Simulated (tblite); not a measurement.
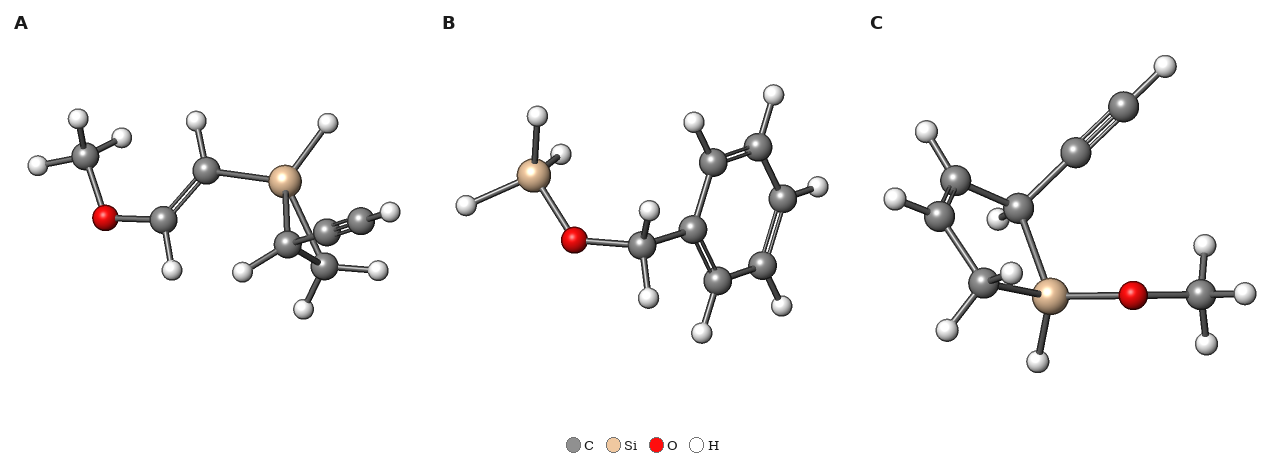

Source: calculation with tblite.

Q: Match each picture to its SMILES.
(1) C#C[C@@H]1C=CC[Si@@H]1OC
(2) C#C[C@@H]1C[Si@H]1/C=C/OC
(3) [SiH3]OCc1ccccc1

A: A is (2), B is (3), C is (1).
